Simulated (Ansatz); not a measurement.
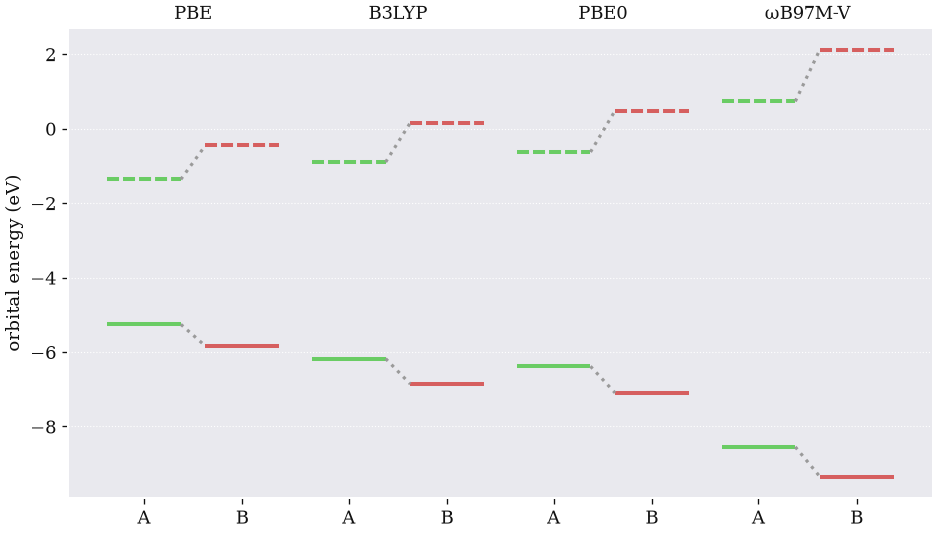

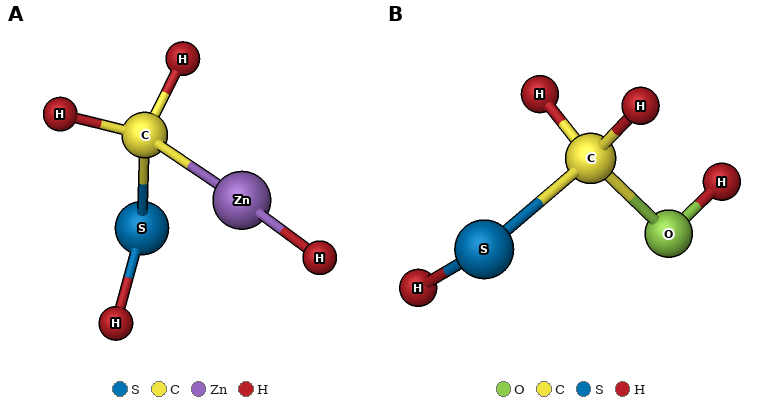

One change: A, CH₄SZn (SMILES S[CH2][ZnH]), becomes B, CH₄OS (SMILES OCS). ZnH on C is replaced by OH. HOMO (solid) and LUMO (dashed) computed in def2-TZVPP at PBE0-D4/def2-TZVP geometries, both minima by their frequencies, gas phase, the Ansatz code. Empty levels above zero depend strongly on the basis.

### What does the change do to HOMO and LUMO?

PBE: the HOMO falls by 0.58 eV, the LUMO rises by 0.91 eV, and the separation goes from 3.89 to 5.39 eV. B3LYP: the HOMO falls by 0.68 eV, the LUMO rises by 1.05 eV, and the separation goes from 5.28 to 7.01 eV. PBE0: the HOMO falls by 0.71 eV, the LUMO rises by 1.11 eV, and the separation goes from 5.75 to 7.58 eV. ωB97M-V: the HOMO falls by 0.80 eV, the LUMO rises by 1.39 eV, and the separation goes from 9.28 to 11.47 eV.

### Do the functionals agree on the effect?

They agree on the direction for both levels; the HOMO shift lies between −0.80 and −0.58 eV and the LUMO shift between 0.91 and 1.39 eV, while the separations themselves differ by up to 6.1 eV between functionals.
